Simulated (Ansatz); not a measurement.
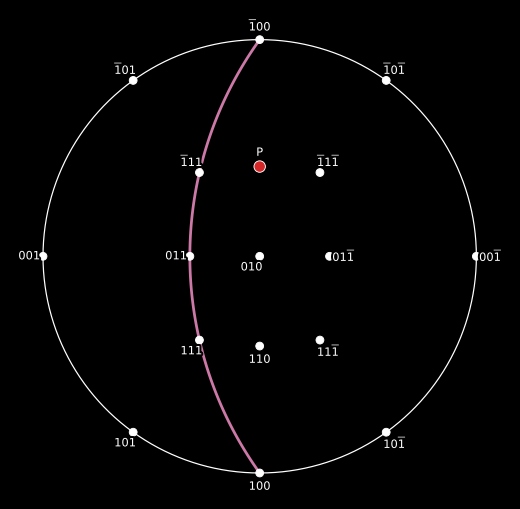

Stereographic projection of plane normals (upper hemisphere) centred on (0 1 0). Crystal: SiO2, the end point of a relaxation with DFT LDA, scalar-relativistic, plane waves, PAW in Ansatz 0.2.0. The drawing is computed from the coordinates (standard cell, symmetry found to 0.002 Å).

a = 4.951 Å, b = 4.951 Å, c = 6.883 Å, α = 90.00°, β = 90.00°, γ = 90.00°.

Q: Index the pole marked P.

A: P is (−1 1 0), 45.0° from the centre.

Q: Which zone does the coloured great circle trace?

A: The zone [0 1 −1]: its poles satisfy k − l = 0.

Q: What is the angle between the normals of (0 1 −1) and (−1 0 −1), and what are their d_hkl = 1/|g|?

A: 70.1°; d = 4.019 Å and 4.019 Å.
